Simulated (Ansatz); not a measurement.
# BHF2 (SMILES FBF) at 6 levels

Wanted: a comparison of 6 runs (B2PLYP/STO-3G, CAM-B3LYP/STO-3G, PBE/STO-3G, UB3LYP/STO-3G, UPBE0/STO-3G, CCSD(T)/STO-3G) of BHF2. 

Program for the calculation: Ansatz 0.2.0.

54 further runs of the same task are left out: 1 that didn't finish, 53 set aside as unsound or not needed.

## 1. The molecule

The species is BHF2 (4 atoms), meant as a singlet with charge 0. As SMILES, `FBF`. The F3–B2 distance was set to 1.970 Å, away from the relaxed value.

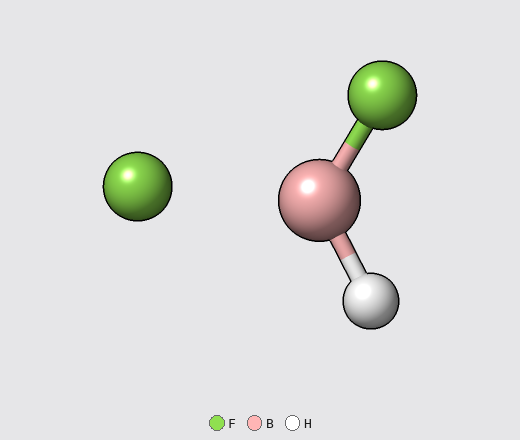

The structure, seen from a chosen angle (fluorine green, boron pink, hydrogen white).

## 2. The energy at B2PLYP/STO-3G (run 1)

job.yaml reads:

```yaml
basis:
  gaussian: {orbitals: STO-3G}
crystal:
  periodic: [false, false, false]
  atoms:
    - {symbol: F, position_ang: [1.701014, 0.177069, -0.129865]}
    - {symbol: B, position_ang: [0.544814, -0.310831, 0.257235]}
    - {symbol: F, position_ang: [-1.095400, 0.528700, -0.438900]}
    - {symbol: H, position_ang: [0.489714, -1.234431, 1.007635]}
hamiltonian: {xc: {name: B2PLYP}}
correlation: {frozen_orbitals: {B: 1, F: 1, H: 0}}
accuracy: high
```

Command:

```bash
$ ansatz run job.yaml --threads 1 --pin off --max-ram 2610MiB --events-out events.jsonl --progress --plain --runs-dir runs
```

The program printed:

```text
Warning: RAYON_NUM_THREADS=1 ignored (pool sized by the plan → 1); use --threads N
Functional definition: B2PLYP
  name "B2PLYP"
  parameter a = 0.53
  parameter c = 0.27
  exchange = (1 - a)*b88_x + a*exact_x
  correlation = (1 - c)*lyp_c + c*(mp2_os + mp2_ss)
267 factors; integrals over basis functions are off by at most 3.8e-8 eV
mean field evaluation 1: about -6024.5161 eV, gradient 2.7e1 eV
mean field evaluation 2: about -6024.5101 eV, gradient 2.7e1 eV
mean field evaluation 4: about -6028.8945 eV, gradient 9.8e0 eV
mean field evaluation 8: about -6029.2518 eV, gradient 2.3e-1 eV
mean field evaluation 16: about -6029.2521 eV, gradient 7.2e-6 eV
mean field -6029.25211953 eV, -221.5709286189 hartree, gradient 6.0e-8 eV, S^2 0.000000; 0 other end points of the search recorded, 0 dependent functions left out; unrestricted orbitals would lower it
3 core orbitals not correlated: weight in the atoms' cores, before any rotation towards them, 1.000 or more for the frozen orbitals, at most 0.000 for the correlated occupied ones
reference -6029.25213220 eV, -221.5709290846 hartree; 9, 9 occupied and 4, 4 virtual orbitals, 267 factors
second order -4.26036746 eV of doubles, -0.00000000 eV of singles
Total energy: -6030.40243142 eV, -221.6132018011 hartree
```

Wall time 0.68 s (1 thread of Intel Xeon Platinum 8488C (Sapphire Rapids), shared host); peak memory 0.11 GiB.

## 3. The energy at CAM-B3LYP/STO-3G (run 2)

job.yaml reads:

```yaml
basis:
  gaussian:
    orbitals: STO-3G
crystal:
  periodic: [false, false, false]
  atoms:
    - {symbol: F, position_ang: [1.701014, 0.177069, -0.129865]}
    - {symbol: B, position_ang: [0.544814, -0.310831, 0.257235]}
    - {symbol: F, position_ang: [-1.095400, 0.528700, -0.438900]}
    - {symbol: H, position_ang: [0.489714, -1.234431, 1.007635]}
hamiltonian:
  xc: {name: CAM-B3LYP}
accuracy: high
```

Command:

```bash
$ ansatz run job.yaml --threads 1 --pin off --max-ram 2610MiB --events-out events.jsonl --progress --plain --runs-dir runs
```

The program printed:

```text
Warning: RAYON_NUM_THREADS=1 ignored (pool sized by the plan → 1); use --threads N
Functional definition: CAM-B3LYP
  name "CAM-B3LYP"
  parameter alpha = 0.19
  parameter beta = 0.46
  parameter omega = 0.33/bohr
  parameter ac = 0.81
  exchange = (1 - alpha - beta)*b88_x + beta*b88_x_sr(omega) + alpha*exact_x + beta*exact_x_lr(omega)
  correlation = (1 - ac)*vwn5_c + ac*lyp_c
267 factors; integrals over basis functions are off by at most 3.8e-8 eV
140 factors; integrals over basis functions are off by at most 9.0e-10 eV
mean field evaluation 1: about -6030.4772 eV, gradient 2.7e1 eV
mean field evaluation 2: about -5966.0665 eV, gradient 1.3e2 eV
mean field evaluation 4: about -6034.9295 eV, gradient 2.7e0 eV
mean field evaluation 8: about -6034.9166 eV, gradient 3.5e-2 eV
mean field evaluation 16: about -6034.9166 eV, gradient 2.8e-6 eV
mean field -6034.91660308 eV, -221.7790945500 hartree, gradient 3.2e-8 eV, S^2 0.000000; 0 other end points of the search recorded, 0 dependent functions left out
reference -6034.91661270 eV, -221.7790949032 hartree; 12, 12 occupied and 4, 4 virtual orbitals, 267 factors
Total energy: -6034.91661270 eV, -221.7790949032 hartree
```

Wall time 0.66 s (1 thread of Intel Xeon Platinum 8488C (Sapphire Rapids), shared host).

## 4. A single-point energy at PBE/STO-3G (run 3)

run.yaml reads:

```yaml
crystal:
  periodic: [false, false, false]
  atoms:
    - {symbol: F, position_ang: [1.701014, 0.177069, -0.129865]}
    - {symbol: B, position_ang: [0.544814, -0.310831, 0.257235]}
    - {symbol: F, position_ang: [-1.095400, 0.528700, -0.438900]}
    - {symbol: H, position_ang: [0.489714, -1.234431, 1.007635]}
basis:
  gaussian:
    orbitals: STO-3G
accuracy: high
magnetization:
  spin_polarized: false
  initial_magnetization: 0
hamiltonian:
  xc: {name: PBE}
```

Command:

```bash
$ ansatz run run.yaml --threads 1 --pin off --max-ram 2610MiB --events-out events.jsonl --progress --plain --runs-dir runs
```

The program printed:

```text
Warning: RAYON_NUM_THREADS=1 ignored (pool sized by the plan → 1); use --threads N
Functional definition: PBE
  name "PBE"
  parameter kappa = 0.804
  parameter beta = 0.06672455060314922
  exchange = pbe_x(kappa = kappa, mu = beta*pi^2/3)
  correlation = pbe_c(beta = beta)
267 factors; integrals over basis functions are off by at most 3.8e-8 eV
mean field evaluation 1: about -6029.4089 eV, gradient 2.1e1 eV
mean field evaluation 2: about -5923.3364 eV, gradient 1.4e2 eV
mean field evaluation 4: about -6031.5361 eV, gradient 7.4e0 eV
mean field evaluation 8: about -6031.6188 eV, gradient 3.5e-1 eV
mean field evaluation 16: about -6031.6193 eV, gradient 5.3e-6 eV
mean field -6031.61928224 eV, -221.6579202440 hartree, gradient 4.4e-8 eV, S^2 0.000000; 0 other end points of the search recorded, 0 dependent functions left out
reference -6031.61928352 eV, -221.6579202909 hartree; 12, 12 occupied and 4, 4 virtual orbitals, 267 factors
Total energy: -6031.61928352 eV, -221.6579202909 hartree
```

It took 0.5 s on 1 thread of Intel Xeon Platinum 8488C (Sapphire Rapids), shared host.

Runs 4 to 5 aren't shown in full; the table further down has their settings and results.

## 5. A single-point energy at CCSD(T)/STO-3G (run 6)

input.yaml reads:

```yaml
basis:
  gaussian:
    orbitals: STO-3G
crystal:
  periodic: [false, false, false]
  atoms:
    - {symbol: F, position_ang: [1.701014, 0.177069, -0.129865]}
    - {symbol: B, position_ang: [0.544814, -0.310831, 0.257235]}
    - {symbol: F, position_ang: [-1.095400, 0.528700, -0.438900]}
    - {symbol: H, position_ang: [0.489714, -1.234431, 1.007635]}
correlation:
  method: ccsd_t
  frozen_orbitals: {B: 1, F: 1, H: 0}
accuracy: high
scf:
  omitted_lower_state_checks: [cluster_reference, increment]
```

Command:

```bash
$ ansatz run input.yaml --threads 1 --pin off --max-ram 2610MiB --events-out events.jsonl --progress --plain --runs-dir runs
```

The program printed, cut to the lines that bear on the results:

```text
Warning: RAYON_NUM_THREADS=1 ignored (pool sized by the plan → 1); use --threads N
Functional definition: HF
  name "HF"
[...]
267 factors; integrals over basis functions are off by at most 3.8e-8 eV
[...]
mean field -6012.26316490 eV, -220.9465960516 hartree, gradient 1.6e-8 eV, S^2 0.000000; 0 other end points of the search recorded, 0 dependent functions left out; unrestricted orbitals would lower it
3 core orbitals not correlated: weight in the atoms' cores, before any rotation towards them, 1.000 or more for the frozen orbitals, at most 0.000 for the correlated occupied ones
reference -6012.26316490 eV, -220.9465960516 hartree; 9, 9 occupied and 4, 4 virtual orbitals, 267 factors
second order -2.79290147 eV of doubles, -0.00000000 eV of singles
cycle   1  -3.23299369 eV  change   -4.4e-1 eV  update   1.2e-1
[...]
cycle  26  -3.77262864 eV  change   -1.6e-9 eV  update  7.6e-10
perturbative correction -0.20876059 eV, -0.0076718102 hartree
Total energy: -6016.24455413 eV, -221.0929094071 hartree
Checks for a lower state left out: cluster_reference, increment
```

Wall time 0.14 s (1 thread of Intel Xeon Platinum 8488C (Sapphire Rapids), shared host).

## 6. Overview of the runs

```tsv
run	level	frozen core orbitals	energy (Eh)	wall time
1	B2PLYP/STO-3G	3	-221.613202	0.68 s
2	CAM-B3LYP/STO-3G	–	-221.779095	0.66 s
3	PBE/STO-3G	–	-221.657920	0.5 s
4	UB3LYP/STO-3G	–	-221.870233	0.9 s
5	UPBE0/STO-3G	–	-221.680510	0.88 s
6	CCSD(T)/STO-3G	3	-221.092909	0.14 s
```

## 7. What came out

| quantity | value |
| --- | --- |
| run 6: total energy | -221.09291 Eh |
| run 6: correlation energy (3 core orbitals frozen) | -146.3 mEh |
| run 6: (T) correction | -7.67 mEh |
| run 6: T1 diagnostic | 0.022 |

What this shows: Totals of different functionals can't be ranked against each other. In runs 1, 6 the log says that unrestricted orbitals would lower the reference, so the values rest on an unstable closed-shell determinant (other closed-shell runs at this shape may share the fault). In runs 1, 2, 3, 4, 5, 6 the basis is minimal, so the values are rough. All runs together took 3.8 s, the longest 0.9 s.
